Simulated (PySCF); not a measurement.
# C2H3BCl2O: NMR shifts at several levels of theory, part 2 of 2

PySCF 2.14.0. Atoms count from 0.

## Step 8: Shielding tensors: OPBE/pcSseg-2

The job: settings as JSON, then the geometry in Å.

```
{"job": {"kind": "nmr", "xc": "OPBE", "basis": "pcSseg-2", "pop": false}, "charge": 0, "multiplicity": 1}
O     -1.164110     2.013804     0.244884
C     -0.781324     0.929402     0.584606
C     -0.430152    -0.177154    -0.377952
B      1.062031    -0.648239    -0.284362
Cl     1.822520    -0.900042     1.275228
Cl     2.000711    -0.954314    -1.723724
H     -0.646357     0.673453     1.666254
H     -1.024934    -1.067236    -0.090289
H     -0.709067     0.118380    -1.398259
```

With the program's defaults for keys left out, this is: GIAO OPBE/pcSseg-2 NMR shielding, non-relativistic, gas phase.

Output:

```text
coarse grid: 9456 points
cycle   1  E = -1098.4164521547  dE =  6.893e-01  |g| = 8.146e-01  |ddm| = 2.211e+00
cycle   2  E = -1095.8316641908  dE =  2.585e+00  |g| = 2.837e+00  |ddm| = 2.480e+00
cycle   3  E = -1098.4653100332  dE = -2.634e+00  |g| = 5.442e-01  |ddm| = 2.407e+00
cycle   4  E = -1098.5480750365  dE = -8.277e-02  |g| = 1.554e-01  |ddm| = 5.568e-01
cycle   5  E = -1098.5505858374  dE = -2.511e-03  |g| = 1.216e-01  |ddm| = 2.402e-01
cycle   6  E = -1098.5541483727  dE = -3.563e-03  |g| = 2.175e-02  |ddm| = 1.117e-01
cycle   7  E = -1098.5542267439  dE = -7.837e-05  |g| = 1.114e-02  |ddm| = 2.800e-02
cycle   8  E = -1098.5542575710  dE = -3.083e-05  |g| = 1.545e-03  |ddm| = 1.171e-02
cycle   9  E = -1098.5542579581  dE = -3.871e-07  |g| = 8.638e-04  |ddm| = 2.339e-03
final grid: 84440 points
cycle  10  E = -1098.5519353311  dE = -2.543e-04  |g| = 3.547e-02  |ddm| = 8.042e-02
cycle  11  E = -1098.5508979251  dE =  1.037e-03  |g| = 7.893e-02  |ddm| = 6.923e-02
cycle  12  E = -1098.5520634976  dE = -1.166e-03  |g| = 1.778e-02  |ddm| = 6.018e-02
cycle  13  E = -1098.5521200996  dE = -5.660e-05  |g| = 1.739e-03  |ddm| = 1.307e-02
cycle  14  E = -1098.5521208728  dE = -7.733e-07  |g| = 5.986e-04  |ddm| = 2.191e-03
cycle  15  E = -1098.5521209664  dE = -9.354e-08  |g| = 1.298e-04  |ddm| = 6.416e-04
cycle  16  E = -1098.5521209697  dE = -3.349e-09  |g| = 5.739e-05  |ddm| = 1.368e-04
cycle  17  E = -1098.5521209705  dE = -7.633e-10  |g| = 1.353e-05  |ddm| = 5.908e-05
converged SCF energy = -1098.5521209705

GIAO shielding tensors (ppm)
atom      isotropic    diamagn.    paramagn.     s11        s22        s33       span
  0 O     -324.100     395.203    -719.303   -892.487   -400.294    320.482   1212.969
  1 C      -11.460     249.381    -260.841    -94.552    -27.660     87.833    182.384
  2 C      129.909     251.718    -121.810     98.939    135.723    155.064     56.125
  3 B       41.478     195.303    -153.825      8.437     31.995     84.003     75.566
  4 Cl     657.820    1148.515    -490.695    376.180    694.238    903.041    526.861
  5 Cl     635.662    1147.600    -511.938    375.243    718.403    813.341    438.098
  6 H       20.844      28.916      -8.072     18.478     20.129     23.924      5.446
  7 H       27.975      29.635      -1.660     25.706     26.833     31.388      5.682
  8 H       27.986      30.449      -2.463     25.283     28.808     29.866      4.583
```

Wall time 73 s (1 thread of Arm Neoverse N1, shared host); peak memory 0.84 GiB.

Key values: δ C1 195.9, C2 54.5, O0 653.3, B3 56.3, H6 10.36, H7 3.22 ppm (means over like atoms).

## Step 9: NMR shieldings: KT2/pcSseg-2

Settings changed since step 8:

```diff
@@ -1,2 +1,2 @@
-{"job": {"kind": "nmr", "xc": "OPBE", "basis": "pcSseg-2", "pop": false}, "charge": 0, "multiplicity": 1}
+{"job": {"kind": "nmr", "xc": "KT2", "basis": "pcSseg-2", "pop": false}, "charge": 0, "multiplicity": 1}
 O     -1.164110     2.013804     0.244884
```

Method: GIAO KT2/pcSseg-2 NMR shielding, non-relativistic, gas phase.

Output:

```text
coarse grid: 9456 points
cycle   1  E = -1108.2641436854  dE =  7.519e-01  |g| = 9.322e-01  |ddm| = 2.182e+00
cycle   2  E = -1105.3453084383  dE =  2.919e+00  |g| = 2.906e+00  |ddm| = 2.722e+00
cycle   3  E = -1108.3117562178  dE = -2.966e+00  |g| = 6.493e-01  |ddm| = 2.644e+00
cycle   4  E = -1108.4291787664  dE = -1.174e-01  |g| = 1.767e-01  |ddm| = 6.488e-01
cycle   5  E = -1108.4324331948  dE = -3.254e-03  |g| = 1.412e-01  |ddm| = 2.769e-01
cycle   6  E = -1108.4371843055  dE = -4.751e-03  |g| = 3.123e-02  |ddm| = 1.372e-01
cycle   7  E = -1108.4373486663  dE = -1.644e-04  |g| = 1.277e-02  |ddm| = 3.448e-02
cycle   8  E = -1108.4373889358  dE = -4.027e-05  |g| = 3.767e-03  |ddm| = 1.376e-02
cycle   9  E = -1108.4373919016  dE = -2.966e-06  |g| = 1.311e-03  |ddm| = 3.383e-03
final grid: 84440 points
cycle  10  E = -1108.4520713091  dE = -3.917e-04  |g| = 2.641e-02  |ddm| = 1.274e-01
cycle  11  E = -1108.4518955703  dE =  1.757e-04  |g| = 3.371e-02  |ddm| = 3.851e-02
cycle  12  E = -1108.4520907435  dE = -1.952e-04  |g| = 1.588e-02  |ddm| = 3.413e-02
cycle  13  E = -1108.4521419675  dE = -5.122e-05  |g| = 4.703e-03  |ddm| = 1.202e-02
cycle  14  E = -1108.4521468144  dE = -4.847e-06  |g| = 8.762e-04  |ddm| = 4.394e-03
cycle  15  E = -1108.4521469931  dE = -1.788e-07  |g| = 1.539e-04  |ddm| = 7.982e-04
cycle  16  E = -1108.4521469990  dE = -5.899e-09  |g| = 5.575e-05  |ddm| = 2.202e-04
cycle  17  E = -1108.4521469998  dE = -7.631e-10  |g| = 9.663e-06  |ddm| = 5.815e-05
converged SCF energy = -1108.4521469998

GIAO shielding tensors (ppm)
atom      isotropic    diamagn.    paramagn.     s11        s22        s33       span
  0 O     -312.415     389.727    -702.142   -852.281   -396.815    311.850   1164.131
  1 C       -7.916     247.819    -255.735    -88.935    -19.651     84.836    173.771
  2 C      127.597     248.678    -121.081     98.408    131.096    153.286     54.878
  3 B       41.077     195.068    -153.991      8.698     31.600     82.934     74.236
  4 Cl     649.663    1149.626    -499.963    375.042    692.716    881.230    506.188
  5 Cl     626.119    1148.781    -522.662    369.603    721.808    786.947    417.343
  6 H       21.034      28.574      -7.540     18.690     20.437     23.974      5.284
  7 H       28.098      29.738      -1.640     26.079     26.937     31.280      5.202
  8 H       28.168      30.771      -2.603     25.511     28.926     30.066      4.555
```

Run time: 74 s. Hardware: 1 thread of Arm Neoverse N1, shared host; peak memory 0.84 GiB.

Key values: δ C1 190.2, C2 54.7, O0 636.8, B3 57.2, H6 10.14, H7 3.04 ppm (means over like atoms).

## Step 10: Shielding tensors: KT3/pcSseg-2

Settings changed since step 9:

```diff
@@ -1,2 +1,2 @@
-{"job": {"kind": "nmr", "xc": "KT2", "basis": "pcSseg-2", "pop": false}, "charge": 0, "multiplicity": 1}
+{"job": {"kind": "nmr", "xc": "KT3", "basis": "pcSseg-2", "pop": false}, "charge": 0, "multiplicity": 1}
 O     -1.164110     2.013804     0.244884
```

Level: GIAO KT3/pcSseg-2 NMR shielding, non-relativistic, gas phase.

Output:

```text
coarse grid: 9456 points
cycle   1  E = -1107.3863492376  dE =  7.370e-01  |g| = 9.341e-01  |ddm| = 2.143e+00
cycle   2  E = -1104.4808539939  dE =  2.905e+00  |g| = 2.921e+00  |ddm| = 2.753e+00
cycle   3  E = -1107.4365950965  dE = -2.956e+00  |g| = 6.491e-01  |ddm| = 2.671e+00
cycle   4  E = -1107.5537106804  dE = -1.171e-01  |g| = 1.743e-01  |ddm| = 6.520e-01
cycle   5  E = -1107.5566490665  dE = -2.938e-03  |g| = 1.420e-01  |ddm| = 2.725e-01
cycle   6  E = -1107.5614759654  dE = -4.827e-03  |g| = 2.871e-02  |ddm| = 1.307e-01
cycle   7  E = -1107.5616186225  dE = -1.427e-04  |g| = 1.195e-02  |ddm| = 3.309e-02
cycle   8  E = -1107.5616545536  dE = -3.593e-05  |g| = 2.858e-03  |ddm| = 1.298e-02
cycle   9  E = -1107.5616561838  dE = -1.630e-06  |g| = 1.074e-03  |ddm| = 2.717e-03
final grid: 84440 points
cycle  10  E = -1107.5732939670  dE = -3.790e-04  |g| = 2.954e-02  |ddm| = 1.089e-01
cycle  11  E = -1107.5731347769  dE =  1.592e-04  |g| = 3.587e-02  |ddm| = 4.359e-02
cycle  12  E = -1107.5733083307  dE = -1.736e-04  |g| = 1.926e-02  |ddm| = 4.014e-02
cycle  13  E = -1107.5733773694  dE = -6.904e-05  |g| = 3.889e-03  |ddm| = 1.394e-02
cycle  14  E = -1107.5733810716  dE = -3.702e-06  |g| = 9.652e-04  |ddm| = 3.626e-03
cycle  15  E = -1107.5733813188  dE = -2.471e-07  |g| = 1.284e-04  |ddm| = 9.485e-04
cycle  16  E = -1107.5733813225  dE = -3.734e-09  |g| = 5.245e-05  |ddm| = 2.017e-04
cycle  17  E = -1107.5733813232  dE = -6.864e-10  |g| = 9.819e-06  |ddm| = 6.171e-05
converged SCF energy = -1107.5733813232

GIAO shielding tensors (ppm)
atom      isotropic    diamagn.    paramagn.     s11        s22        s33       span
  0 O     -302.474     392.293    -694.766   -830.701   -389.483    312.764   1143.465
  1 C       -7.364     247.952    -255.316    -90.243    -17.108     85.258    175.501
  2 C      128.769     248.843    -120.074    100.751    131.808    153.749     52.998
  3 B       41.882     194.836    -152.955     10.429     32.643     82.573     72.145
  4 Cl     667.231    1149.951    -482.720    397.171    716.349    888.175    491.004
  5 Cl     644.305    1149.017    -504.711    392.589    741.505    798.823    406.234
  6 H       21.244      28.810      -7.566     18.902     20.634     24.194      5.292
  7 H       28.304      29.919      -1.616     26.256     27.190     31.465      5.208
  8 H       28.367      30.819      -2.452     25.701     29.141     30.258      4.557
```

It took 74 s on 1 thread of Arm Neoverse N1, shared host; peak memory 0.84 GiB.

In short: δ C1 188.7, C2 52.5, O0 626.3, B3 56.8, H6 10.11, H7 3.02 ppm (means over like atoms).

## Step 11: NMR shieldings: B97-D/pcSseg-2

Settings changed since step 10:

```diff
@@ -1,2 +1,2 @@
-{"job": {"kind": "nmr", "xc": "KT3", "basis": "pcSseg-2", "pop": false}, "charge": 0, "multiplicity": 1}
+{"job": {"kind": "nmr", "xc": "B97-D", "basis": "pcSseg-2", "pop": false}, "charge": 0, "multiplicity": 1}
 O     -1.164110     2.013804     0.244884
```

Method: GIAO B97-D/pcSseg-2 NMR shielding, non-relativistic, gas phase.

Output:

```text
coarse grid: 9456 points
cycle   1  E = -1098.4563597326  dE =  7.120e-01  |g| = 9.212e-01  |ddm| = 2.181e+00
cycle   2  E = -1095.5100707438  dE =  2.946e+00  |g| = 2.948e+00  |ddm| = 2.626e+00
cycle   3  E = -1098.5047770369  dE = -2.995e+00  |g| = 6.462e-01  |ddm| = 2.550e+00
cycle   4  E = -1098.6195060752  dE = -1.147e-01  |g| = 1.760e-01  |ddm| = 6.142e-01
cycle   5  E = -1098.6229657072  dE = -3.460e-03  |g| = 1.359e-01  |ddm| = 2.586e-01
cycle   6  E = -1098.6272549468  dE = -4.289e-03  |g| = 3.139e-02  |ddm| = 1.265e-01
cycle   7  E = -1098.6274023825  dE = -1.474e-04  |g| = 1.394e-02  |ddm| = 3.563e-02
cycle   8  E = -1098.6274517189  dE = -4.934e-05  |g| = 2.906e-03  |ddm| = 1.382e-02
cycle   9  E = -1098.6274532765  dE = -1.558e-06  |g| = 1.167e-03  |ddm| = 2.577e-03
final grid: 84440 points
cycle  10  E = -1098.6109708747  dE = -1.248e-04  |g| = 1.418e-02  |ddm| = 5.610e-02
cycle  11  E = -1098.6109258949  dE =  4.498e-05  |g| = 1.878e-02  |ddm| = 1.914e-02
cycle  12  E = -1098.6109688623  dE = -4.297e-05  |g| = 1.068e-02  |ddm| = 1.620e-02
cycle  13  E = -1098.6109909527  dE = -2.209e-05  |g| = 1.379e-03  |ddm| = 7.004e-03
cycle  14  E = -1098.6109914144  dE = -4.617e-07  |g| = 3.627e-04  |ddm| = 1.650e-03
cycle  15  E = -1098.6109914469  dE = -3.248e-08  |g| = 8.011e-05  |ddm| = 3.809e-04
cycle  16  E = -1098.6109914481  dE = -1.267e-09  |g| = 3.863e-05  |ddm| = 9.249e-05
cycle  17  E = -1098.6109914485  dE = -3.688e-10  |g| = 5.135e-06  |ddm| = 3.405e-05
converged SCF energy = -1098.6109914485

GIAO shielding tensors (ppm)
atom      isotropic    diamagn.    paramagn.     s11        s22        s33       span
  0 O     -325.199     393.029    -718.228   -888.901   -404.113    317.418   1206.319
  1 C      -17.588     248.278    -265.866   -102.035    -32.522     81.792    183.827
  2 C      124.861     248.695    -123.834     95.210    128.330    151.044     55.834
  3 B       37.589     193.692    -156.103      5.243     28.343     79.181     73.937
  4 Cl     653.626    1149.111    -495.484    375.265    698.252    887.362    512.098
  5 Cl     629.671    1148.288    -518.617    370.696    724.267    794.050    423.354
  6 H       21.090      29.062      -7.972     18.735     20.344     24.191      5.456
  7 H       28.332      29.773      -1.441     26.194     27.319     31.484      5.290
  8 H       28.378      30.730      -2.352     25.749     29.132     30.254      4.506
```

Wall time 71 s (1 thread of Arm Neoverse N1, shared host); peak memory 0.84 GiB.

In short: δ C1 196.6, C2 54.2, O0 650.4, B3 58.8, H6 10.31, H7 3.04 ppm (means over like atoms).

## Step 12: NMR shieldings: B3LYP/pcSseg-2

Settings changed since step 11:

```diff
@@ -1,2 +1,2 @@
-{"job": {"kind": "nmr", "xc": "B97-D", "basis": "pcSseg-2", "pop": false}, "charge": 0, "multiplicity": 1}
+{"job": {"kind": "nmr", "xc": "B3LYP", "basis": "pcSseg-2", "pop": false}, "charge": 0, "multiplicity": 1}
 O     -1.164110     2.013804     0.244884
```

Method: GIAO B3LYP/pcSseg-2 NMR shielding, non-relativistic, gas phase.

Output:

```text
coarse grid: 9456 points
cycle   1  E = -1098.5695356768  dE =  7.878e-01  |g| = 8.569e-01  |ddm| = 2.125e+00
cycle   2  E = -1097.5177921957  dE =  1.052e+00  |g| = 2.326e+00  |ddm| = 2.454e+00
cycle   3  E = -1098.7024877138  dE = -1.185e+00  |g| = 2.302e-01  |ddm| = 2.167e+00
cycle   4  E = -1098.7140932377  dE = -1.161e-02  |g| = 1.173e-01  |ddm| = 3.007e-01
cycle   5  E = -1098.7169381067  dE = -2.845e-03  |g| = 2.722e-02  |ddm| = 8.394e-02
cycle   6  E = -1098.7170829203  dE = -1.448e-04  |g| = 1.146e-02  |ddm| = 3.057e-02
cycle   7  E = -1098.7171114255  dE = -2.851e-05  |g| = 3.002e-03  |ddm| = 9.538e-03
cycle   8  E = -1098.7171132196  dE = -1.794e-06  |g| = 1.044e-03  |ddm| = 3.335e-03
final grid: 84440 points
cycle   9  E = -1098.7222019153  dE = -4.714e-05  |g| = 4.692e-03  |ddm| = 3.318e-02
cycle  10  E = -1098.7221929510  dE =  8.964e-06  |g| = 7.950e-03  |ddm| = 7.768e-03
cycle  11  E = -1098.7222065467  dE = -1.360e-05  |g| = 1.600e-03  |ddm| = 5.193e-03
cycle  12  E = -1098.7222070062  dE = -4.595e-07  |g| = 3.651e-04  |ddm| = 1.378e-03
cycle  13  E = -1098.7222070273  dE = -2.110e-08  |g| = 1.300e-04  |ddm| = 3.447e-04
cycle  14  E = -1098.7222070314  dE = -4.125e-09  |g| = 2.301e-05  |ddm| = 1.124e-04
cycle  15  E = -1098.7222070315  dE = -1.246e-10  |g| = 6.161e-06  |ddm| = 2.340e-05
converged SCF energy = -1098.7222070315

GIAO shielding tensors (ppm)
atom      isotropic    diamagn.    paramagn.     s11        s22        s33       span
  0 O     -363.423     392.240    -755.663   -972.395   -447.152    329.278   1301.674
  1 C      -25.035     246.585    -271.620   -116.814    -42.143     83.853    200.668
  2 C      124.453     246.091    -121.637     95.503    126.948    150.909     55.406
  3 B       31.204     192.625    -161.421     -6.466     20.455     79.622     86.088
  4 Cl     653.244    1148.251    -495.007    356.994    711.266    891.472    534.479
  5 Cl     627.548    1147.483    -519.935    350.920    732.795    798.928    448.008
  6 H       21.201      29.119      -7.918     18.835     20.300     24.467      5.632
  7 H       28.526      29.667      -1.140     26.208     27.717     31.655      5.446
  8 H       28.407      30.614      -2.206     25.702     29.260     30.260      4.558
```

It took 64 s on 1 thread of Arm Neoverse N1, shared host; peak memory 1.1 GiB.

Key values: δ C1 204.2, C2 54.7, O0 689.3, B3 65.2, H6 10.19, H7 2.92 ppm (means over like atoms).

## Step 13: Side by side: NMR shifts

Shifts (ppm), means over like atoms, with basis size and wall time:

```
           run     C1    C2     H6    H7     O0    B3  Cl4  functions  time
   HF/pcSseg-2  200.2  44.8   9.52  2.56  680.5  62.5  190        272  39 s
  LDA/pcSseg-2  211.5  62.2  10.56  3.29  714.9  63.3  363        272  59 s
  PBE/pcSseg-2  202.8  58.0  10.44  3.16  682.0  61.3  323        272  74 s
 BLYP/pcSseg-2  202.8  57.4  10.41  3.05  679.1  63.7  313        272  73 s
 BP86/pcSseg-2  202.0  57.5  10.42  3.14  676.5  61.1  317        272  71 s
 OPBE/pcSseg-2  195.9  54.5  10.36  3.22  653.3  56.3  298        272  73 s
  KT2/pcSseg-2  190.2  54.7  10.14  3.04  636.8  57.2  305        272  74 s
  KT3/pcSseg-2  188.7  52.5  10.11  3.02  626.3  56.8  282        272  74 s
B97-D/pcSseg-2  196.6  54.2  10.31  3.04  650.4  58.8  285        272  71 s
B3LYP/pcSseg-2  204.2  54.7  10.19  2.92  689.3  65.2  287        272  64 s
```

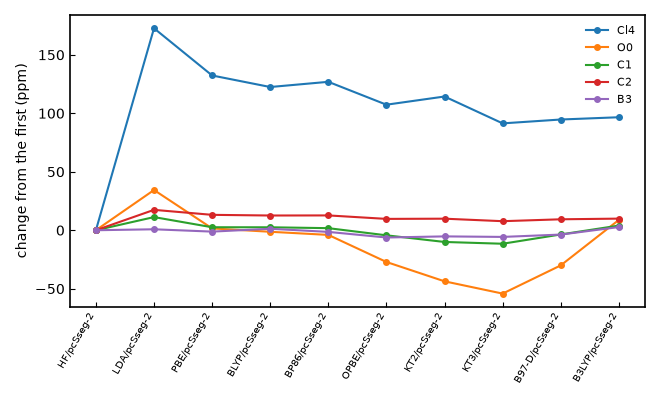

How five of the tabulated atoms move from run to run.

## Step 14: Outcome

This closing draws on all 2 parts.

| quantity | value |
| --- | --- |
| point group | C1 |
| rotational constants (main isotopes) | 2.93, 1.42, 1.02 GHz |
| 13C shifts against TMS (HF/pcSseg-2) | 200.2, 44.8 ppm |
| 1H shifts against TMS (HF/pcSseg-2, means over atoms taken as alike) | 9.52, 2.56 ppm |
| 17O shifts against H2O (HF/pcSseg-2) | 680.5 ppm |
| 11B shifts against BF3·OEt2 (HF/pcSseg-2) | 62.5 ppm |
| 35Cl shifts against HCl (HF/pcSseg-2, means over atoms taken as alike) | 190 ppm |
| range of the shift of Cl4 | 190 to 363 ppm |

In words: Single values in the summary come from the first run of each kind that ended normally (HF/pcSseg-2), which need not be the best level. Over 16 steps the energy fell by 0.269 eV; of the close pairs, C2–B3 changed most, 1.652 to 1.568 Å. No frequency check was run at this level, so the end point may be a saddle. C1 (aldehyde carbonyl carbon) lies farthest downfield among carbon, at 200.2 ppm; the double bond to the heteroatom, with no lone-pair donor beside it, deshields it most. The most deshielded hydrogen is H6 (hydrogen on an aldehyde carbonyl carbon), at 9.52 ppm: the C=O anisotropy and electron withdrawal place aldehyde protons far downfield. At HF/pcSseg-2: The widest tensor belongs to O0: span 1325 ppm, with a paramagnetic part of -747 ppm. In ppm, Cl4 (with its like atoms) moves most: its shift spreads over 173 ppm, from 190 (HF/pcSseg-2) to 363 (LDA/pcSseg-2).
